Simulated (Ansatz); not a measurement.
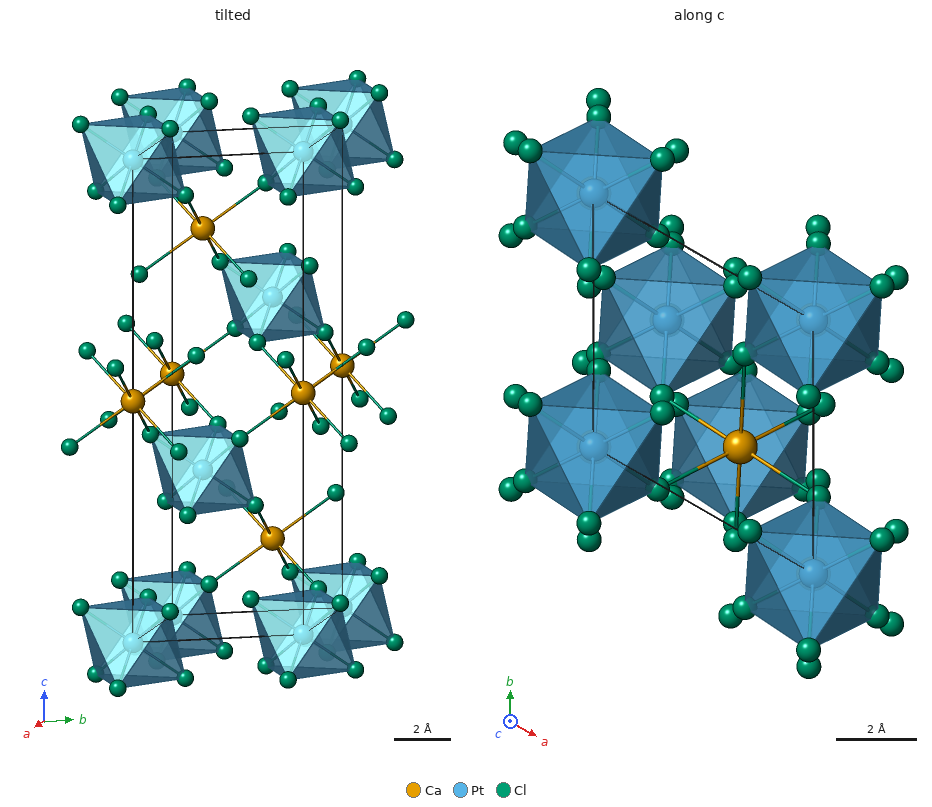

Structure drawing (polyhedral), viewed slightly off an axis and along the c axis. The frame is the conventional unit cell; atoms at its boundary are shown with their periodic copies. Some neighbours outside the box are added.

CaPtCl6, space group R-3 (No. 148), a = 6.374 Å, b = 6.374 Å, c = 17.483 Å, α = 90.00°, β = 90.00°, γ = 120.00°. Starting structure: a structure type filled with these elements by a generator (whether the compound takes this form wasn't checked). Earlier steps of the study may have refined or changed the cell and positions. It was the input of a calculation with Ansatz.

This one geometry was computed with Ansatz (DFT, plane waves, PAW) at three levels of theory: r2SCAN, PBE and LDA.

> Which level gives the highest pressure at this volume, and what does that say about its equilibrium volume?

Highest: PBE (0.0 GPa), which points to the largest equilibrium volume. Lowest, with the smallest volume: LDA (-4.6 GPa). Levels within 0.5 GPa of each other can't be told apart.

> How does the band gap change with the level of theory?

LDA: a gap of 1.55 eV, indirect; PBE: a gap of 1.67 eV, indirect; r2SCAN: a gap of 1.96 eV, indirect.

> Collect the results in a table.

| level | cutoff (eV) | k-mesh of the run's cell | gap (eV) | pressure (GPa) |
| --- | --- | --- | --- | --- |
| r2SCAN | 500 | 6×6×6 | 1.96 | -1.4 |
| PBE | 420 | 6×6×6 | 1.67 | 0.0 |
| LDA | 420 | 6×6×6 | 1.55 | -4.6 |

Gaps are taken on the k-mesh or band path of each run.
